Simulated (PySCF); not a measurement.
Input

```
{"job": {"kind": "nmr", "xc": "PBE0", "basis": "pcSseg-1"}, "charge": 0, "multiplicity": 1}
C     -0.638009     1.440605     0.382157
C     -0.201480     0.221173     0.097546
C     -1.066205    -0.982761     0.323181
Si     1.520281    -0.107052    -0.606659
H     -0.029473     2.315606     0.224759
H     -1.623919     1.621869     0.786329
H     -0.579979    -1.669140     1.015633
H     -2.038270    -0.707577     0.729192
H     -1.217050    -1.516683    -0.614563
H      2.240693     1.155394    -0.769454
H      1.385418    -0.780437    -1.902885
H      2.249193    -0.991683     0.308737
```

Run with:

```sh
OMP_NUM_THREADS=1 python probes_run.py task.json out
```

Geometry: GFN2-xTB.

The calculation used PySCF 2.14.0, PBE0/pcSseg-1, SCF density, gas phase, non-relativistic.

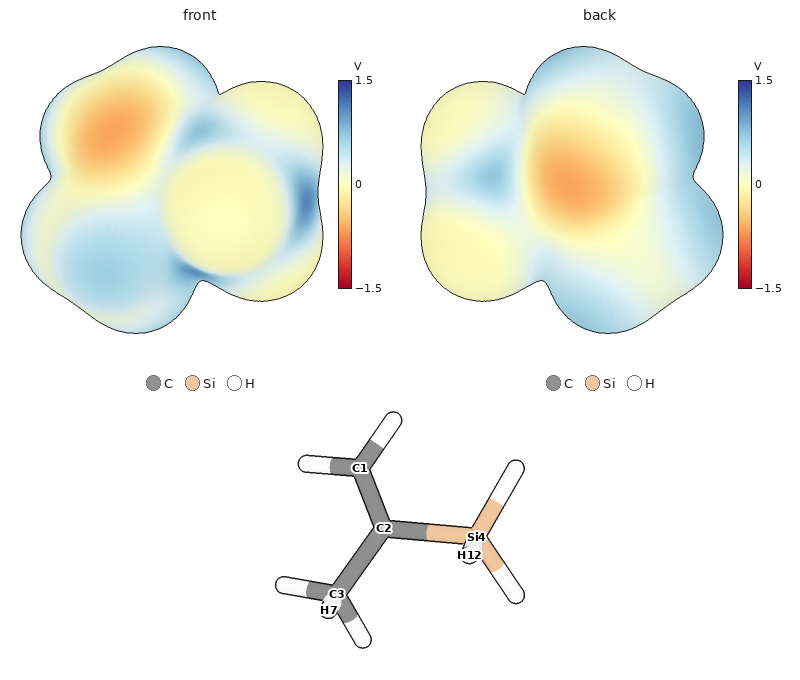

C$_{3}$H$_{8}$Si (SMILES C=C(C)[SiH3]). The electrostatic potential painted on the density surface at 0.002 e/bohr³, seen from the front and from behind; the colour scale runs from red (negative) to blue (positive). The bare structure is drawn below in the same view.

Question: Describe the electrostatic potential map.

Answer: The most negative region (about −0.6 V) lies over the π face of C1 and C2, the most positive (about +1.0 V) over Si4.
